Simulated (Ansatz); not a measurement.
# Screening in Na2CaMgP2O8 (P-3m1), part 2 of 2

How strongly does Na2CaMgP2O8 (P-3m1) screen? Routes: perturbation theory, a sum over states and the RPA step of G0W0.

Ansatz 0.2.0; linear response on LDA, plane waves, PAW. Known limits of the many-body steps: not at the basis limit; coarse k mesh.

So far. Step 2 (Response to a homogeneous field): One over ε∞ averages 0.36, above the quarter of exact exchange in PBE0, which should therefore fall short. Step 3 (Independent-particle spectrum): The sum gives ε∞ = 2.95 and 3.13 without local fields.

## (3) Independent-particle spectrum (continued)

Level of this step: independent-particle optics on LDA, plane waves, PAW (Ansatz).

The loss function has structure finer than the step of the table below, so its rows give means over 2 eV, whole bins alone (the curve runs from 0 to 25 eV). Peaks (eV: height): xx=yy 21.8: 1.18, 24.9: 0.757; zz 11.6: 0.506, 18.5: 1.13, 22.7: 1.09.

Independent particles, no local fields, Gaussian width 0.2 eV. Table of loss function by photon energy; means over each step:

```csv
photon energy (eV),xx=yy,zz
2,5.9e-5,0
4,0.0179,0.00705
6,0.0582,0.0635
8,0.114,0.122
10,0.217,0.261
12,0.332,0.404
14,0.372,0.416
16,0.555,0.579
18,0.772,0.937
20,1.01,0.871
22,0.987,1.03
24,0.672,0.707
```

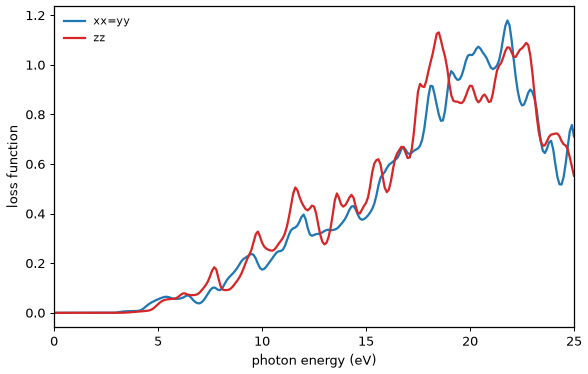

Loss function, plotted against photon energy.

## (4) RPA screening from the G0W0 run

Now the one-shot GW correction: screening in the RPA, then the self-energy of the levels asked for.

This step: G0W0 on LDA, plane waves, PAW.

Input file input.yaml:

```yaml
crystal:
  lattice:
    - [5.309, 0.0, 0.0]
    - [-2.6545, 4.5977288687, 0.0]
    - [0.0, 0.0, 7.237]
  atoms:
    - { symbol: Na, position: [0.3333333333, 0.6666666667, 0.7042996018] }
    - { symbol: Na, position: [0.6666666667, 0.3333333333, 0.2957003982] }
    - { symbol: Ca, position: [0.0, 0.0, 0.5] }
    - { symbol: Mg, position: [0.0, 0.0, 0.0] }
    - { symbol: P, position: [0.3333333333, 0.6666666667, 0.1970762484] }
    - { symbol: P, position: [0.6666666667, 0.3333333333, 0.8029237516] }
    - { symbol: O, position: [0.3333333333, 0.6666666667, -0.0106699007] }
    - { symbol: O, position: [0.6666666667, 0.3333333333, 1.0106699007] }
    - { symbol: O, position: [0.174395379, 0.825604621, 0.271664958] }
    - { symbol: O, position: [0.174395379, 0.3487907579, 0.271664958] }
    - { symbol: O, position: [0.6512092421, 0.825604621, 0.271664958] }
    - { symbol: O, position: [0.825604621, 0.174395379, 0.728335042] }
    - { symbol: O, position: [0.3487907579, 0.174395379, 0.728335042] }
    - { symbol: O, position: [0.825604621, 0.6512092421, 0.728335042] }
kpoints:
  mp_grid: { grid: [6, 6, 2] }
hamiltonian:
  xc: lda
scf:
  occupations: { method: fixed }
gw:
  n_empty_bands: 811
  ecut_chi: 160.0
  qp_bands: [v4, c4]
  qp_kpoints: band_edges
  screening: { model: contour_deformation }
```

Command:

```console
ansatz run input.yaml --threads 3 --pin off --max-ram 92160MiB --backend cuda --events-out ev --progress --plain --runs-dir out --devices 1 --max-vram 13GiB  # rebuilt from the run's record
```

Numbers of over 12 decimals in the logs are rounded to 6 here.

Log:

```text
GPUs: using 1 of 1 available (devices: 1).
[...]
GPU FFT provider: cuFFT
GPU libraries: cuBLAS 13.8.2, cuFFT 12.4.0, cuSOLVER 12.3.4
Crystal: 14 atoms, lattice volume = 176.650 Å³
Basis set: ecut = 420 eV, 3439 PW (Γ)
Bands: 62, of which v1, the nominal top of the filled ones, is band 48 counted from 1 (47 counted from 0)
Symmetry: 12 space group operations
[...]
k-points: 14 of 72
[...]
0    52     10.6869    -7.1082    -4.6544   -14.0416  0.8308    13.0332    12.9659  root
[...]
13    49      9.7086    -7.9073    -3.7816   -13.1972  0.8255    11.2424    11.2168  root
    13    50     10.1246    -6.1051    -3.8228   -11.5556  0.8418    11.7808    11.7523  root
    13    51     10.1246    -6.1051    -3.8228   -11.5556  0.8418    11.7808    11.7523  root
    13    52     10.8679    -6.7255    -4.5152   -13.3033  0.8312    12.9863    12.9305  root
[key lines of the parts left out:]
SCF converged after 8 iterations
Free energy (F): -12515.264751 eV
Fermi energy:    4.392538 eV
```

Wall time 2.1 min (1 × NVIDIA H100 80GB HBM3 (shared by 6 runs) with 3 threads of AMD EPYC 7R13 (Zen 3), shared host); peak memory 3.5 GiB.

Numbers from this step:

```
bands summed                                 : 859
RPA ε∞ on this mesh (eigenvalues)            : 2.688, 2.688, 2.757
plane waves in the screening matrix          : 807
G0W0 gap on the mesh                         : 5.586 eV
k of the valence top                         : 0, 0.1667, 0
k of the conduction bottom                   : 0, 0, 0
starting gap on the mesh                     : 3.029 eV
least direct G0W0 gap on the computed points : 5.614 eV
```

The gap on the mesh goes from 3.03 eV to 5.59 eV, a correction of +2.56 eV. Between the two edge states, bare exchange in place of the xc potential would open the gap by 10.12 eV, and correlation takes back 7.56 eV.

Mean over the mesh in bins of 0.25 1/Å. The static inverse dielectric function, diagonal by length of q+G:

```csv
length of q+G (Å⁻¹),"static inverse dielectric function, diagonal"
0.23,0.381
0.75,0.449
1.26,0.548
1.76,0.649
2.26,0.737
2.75,0.803
3.25,0.853
3.50,0.872
4.00,0.902
4.50,0.925
5.00,0.944
5.50,0.958
6.00,0.970
6.43,0.978
```

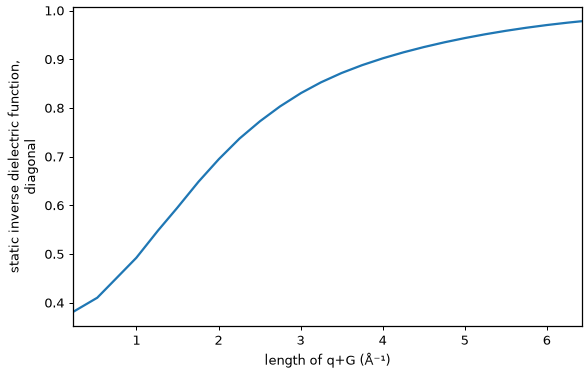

Static inverse dielectric function, diagonal, plotted against length of q+G.

## (5) The values together

Times are wall times on 1 × NVIDIA H100 80GB HBM3 (shared by 6 runs) with 3 threads of AMD EPYC 7R13 (Zen 3), shared host, good to a factor of about two.

```csv
method,mesh,"ε∞, low",middle,high,mean,time
perturbation theory (local fields and xc kernel),6×6×4,2.78,2.78,2.87,2.81,41 s
sum over states (no local fields),6×6×4,2.95,2.95,3.13,3.01,76 s
"RPA with local fields, on the GW mesh",6×6×2,2.69,2.69,2.76,2.71,2.1 min
```

## (6) What came out

| Property | Result |
| --- | --- |
| perturbation theory (local fields and xc kernel) | 2.78, 2.78, 2.87 |
| sum over states (no local fields) | 2.95, 2.95, 3.13 |
| RPA with local fields, on the GW mesh | 2.69, 2.69, 2.76 |

What this shows: Mean Born effective charge: Na1 1.11, Ca3 2.56, Mg4 2.50, P5 3.32, O7 -1.59, O9 -1.79 e. The most distinct maxima of the ε₂ (xx=yy) lie at 8.7, 10.5, 13.7 and 15.1 eV, the highest at 8.7 eV. The most distinct maxima of the loss function (xx=yy) lie at 21.8 and 24.9 eV, the highest at 21.8 eV. The sum without local fields gives 3.01 in the mean against 2.81 by perturbation theory; local fields lower ε∞ and the xc kernel gives part of it back, though the sum also carries the error of its own mesh. The RPA values on the 6×6×2 mesh average 0.96 times those of perturbation theory (means 2.71 and 2.81). Without the xc kernel RPA should lie a little lower, as the mean does. LDA usually puts the gap too low, which tends to raise ε∞. Ions are clamped, so the lattice part of the static constant is not in these numbers.

[Paths, hosts, dates, memory and timing lines, banners, echoed tables and standing remarks are left out of the program output.]

[Logs are printed without paths, hosts, clocks, repeated set-up lines and the standing remarks that a program may print on its own settings, such as how far it seeks lower states.]

[Runs of the session that timed out or met a known fault of the program may be left out.]

[Cells called generated may have been cut or substituted from an entry of the Crystallography Open Database or the Materials Project.]

[Hosts, paths, dates, database ids (printed as entryN), source tags and the programs' standing remarks are cut or masked in the printed files.]
